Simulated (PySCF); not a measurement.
## Electronic structure of C2Cl2F6Si (SMILES FC(F)(F)[Si](Cl)(Cl)C(F)(F)F) in real space

```xyz
11

Si   -0.5811    0.0786   -0.4747
C    -0.7111   -0.1567    1.4352
F    -1.9786   -0.1362    1.8487
F    -0.0532    0.8187    2.0695
F    -0.1752   -1.3230    1.8048
C     1.2807    0.0653   -0.9808
F     1.8865   -1.0205   -0.4903
F     1.9150    1.1384   -0.5018
F     1.4251    0.0564   -2.3068
Cl   -1.3957    1.8713   -0.9842
Cl   -1.5144   -1.4778   -1.3887
```

Geometry: PBE0-D3(BJ)/def2-SVP.

Level of theory: PySCF, PBE0/pcSseg-1, SCF density, gas phase, non-relativistic.

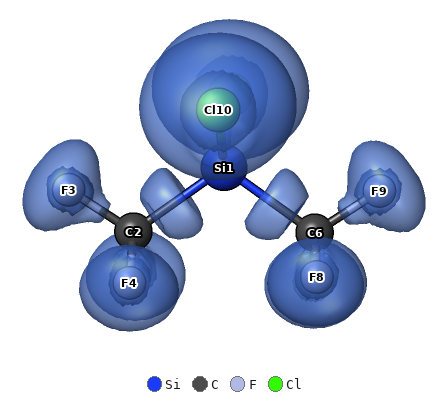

Figure 1. Isosurface of the electron localisation function at 0.75 (blue), seen across its widest extent. Core shells and regions of very low density are left out.

Q: What do the ELF domains correspond to?

A: At this value the surface marks out two regions between bonded C–Si atoms (shared pairs), two regions on Cl in which the atom's valence shell and bonds are merged and six regions on F in which the atom's valence shell and bonds are merged. Profiles from the grid: C–F (1.33 Å): the ELF peaks at about 0.85 between the atoms (a shared but strongly polarised pair). C–Si (1.93 Å): the ELF peaks at about 1 between the atoms, as expected for localised, covalent bonding.

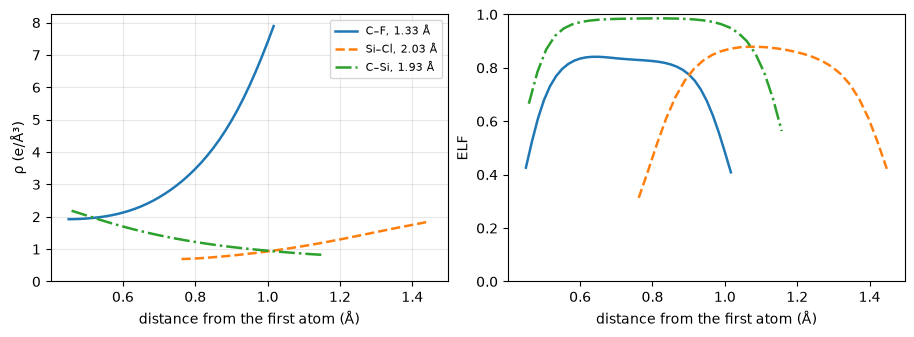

Figure 2. Electron density and ELF along straight lines between neighbouring atoms. The curves leave out the atomic cores.

Q: What can be read from the curves?

A: C–F (1.33 Å): ρ is about 2.4 e/Å³ halfway; the ELF peaks at about 0.85 between the atoms (a shared but strongly polarised pair).
Si–Cl (2.03 Å): ρ at the midpoint is about 0.95 e/Å³; the ELF peaks at about 0.90 between the atoms; a shared but strongly polarised pair.
C–Si (1.93 Å): ρ at the midpoint is about 0.99 e/Å³; the ELF peaks at about 1 between the atoms, as expected for localised, covalent bonding.
